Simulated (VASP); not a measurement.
Band structure of KTaO3 (cubic perovskite). These are vdW-DF-cx, VASP's PBE PAW potentials (set 64) (plane waves; VASP 6.6.1) values and carry that method's errors.

Unless said otherwise, spin-orbit coupling is left out, though it shifts the bands of the heavy elements here.

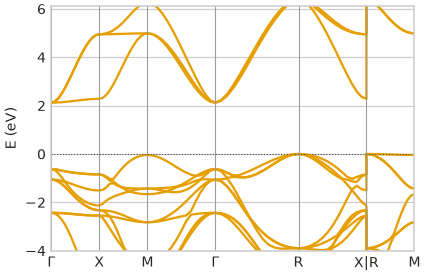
Figure: Bands along high-symmetry lines, zero at the valence-band maximum or, without a gap, the Fermi level

Question: Read the plot: is there a gap, and where are the band edges?

Answer: The gap is indirect, 2.12 eV, from the valence maximum at R to the conduction minimum at Γ. (Edges off the drawn lines would not show.)

Measured: gap 3.64 eV (computed value off by -1.52 eV), as given by Burak Himmetoglu et al., Journal of Physics Condensed Matter (2016), arXiv:1601.06205.

The compound is KTaO3 in the cubic perovskite structure. It was relaxed first.
